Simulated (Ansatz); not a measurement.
The relaxed structure here is a generated cell of ZrO2: the first start was made by placing the elements on the sites of a structure type, and the end was not matched to a known phase here, so it may be hypothetical. Known forms of ZrO2 include space group No. 14, 137, 225.

One stationary structure of ZrO$_{2}$. Space group P6₃/mmc (No. 194), AFLOW prototype A2B_hP12_194_cg_f (C10, as in SiO2). Calculation: PBE (plane waves to 420 eV, PAW, scalar-relativistic; Ansatz, a quantum-chemistry and plane-wave program).

```xyz
12
Lattice="6.4229 0.0000 0.0000 -3.2115 5.5624 0.0000 0.0000 0.0000 10.4809" Properties=species:S:1:pos:R:3 pbc="T T T"
Zr     0.0000     3.7083     0.6540
Zr     3.2115     1.8541     5.8945
Zr     3.2115     1.8541     9.8269
Zr     0.0000     3.7083     4.5865
O      0.0000     3.7083     2.6202
O      3.2115     1.8541     7.8607
O      3.2115     0.0000     0.0000
O      1.6057     2.7812     5.2405
O     -1.6057     2.7812     0.0000
O      3.2115     0.0000     5.2405
O      1.6057     2.7812     0.0000
O     -1.6057     2.7812     5.2405
```

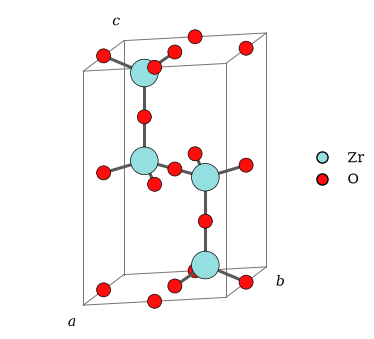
Figure: The conventional cell of the relaxed structure

| Property | Result |
|---|---|
| Volume per atom | 31.20 Å³ |
| Density | 2.19 g/cm³ |
| Band gap | 4.70 eV, direct at Γ (no spin-orbit coupling) |
| Shortest distances | O–Zr 1.97 Å; O–O 3.21 Å |
| k-mesh | 5×5×3 |

Band energies at high-symmetry points (eV from the VBM; labels of this space group; no spin-orbit coupling), from −5 eV up to 6.1 eV:

```tsv
point	energies
Γ	-2.56 -2.56 -2.55 -2.45 -2.45 -2.28 -2.13 -2.06 -1.96 -1.96 -1.52 -1.52 -1.03 -1.03 -0.92 -0.44 -0.44 -0.43 -0.23 -0.23 -0.01 -0.01 0.00 0.00 4.70 4.77 4.77 5.23 5.23 5.81 6.00 6.00
M	-2.46 -2.45 -2.37 -2.30 -2.26 -2.22 -2.22 -2.12 -1.67 -1.55 -1.49 -1.27 -1.16 -1.14 -1.04 -1.02 -0.90 -0.80 -0.54 -0.42 -0.23 -0.21 -0.12 0.00 5.29 5.48 5.51 5.91
K	-2.44 -2.34 -2.34 -2.29 -2.29 -2.18 -2.18 -2.16 -1.63 -1.63 -1.50 -1.45 -1.34 -1.00 -0.94 -0.94 -0.91 -0.54 -0.54 -0.41 -0.41 -0.30 -0.30 -0.05 5.33 5.93 5.93
A	-2.50 -2.50 -2.50 -2.50 -2.44 -2.44 -2.08 -2.08 -1.82 -1.82 -1.82 -1.82 -0.66 -0.66 -0.61 -0.61 -0.61 -0.61 -0.17 -0.17 -0.17 -0.17 0.00 0.00 5.06 5.06 5.06 5.06 5.17 5.17
L	-2.41 -2.41 -2.34 -2.34 -2.31 -2.31 -2.18 -2.18 -1.46 -1.46 -1.46 -1.46 -1.16 -1.16 -1.03 -1.03 -0.86 -0.86 -0.46 -0.46 -0.19 -0.19 -0.10 -0.10 5.41 5.41 5.76 5.76
H	-2.36 -2.36 -2.31 -2.31 -2.29 -2.29 -2.22 -2.22 -1.47 -1.47 -1.42 -1.42 -1.26 -1.26 -1.14 -1.14 -0.52 -0.52 -0.51 -0.51 -0.38 -0.38 -0.17 -0.17 5.70 5.70 5.75 5.75
```

No spin polarisation in the result.

The run could not lose the symmetry of its start; a randomly shaken copy of 12 atoms returns to this structure.
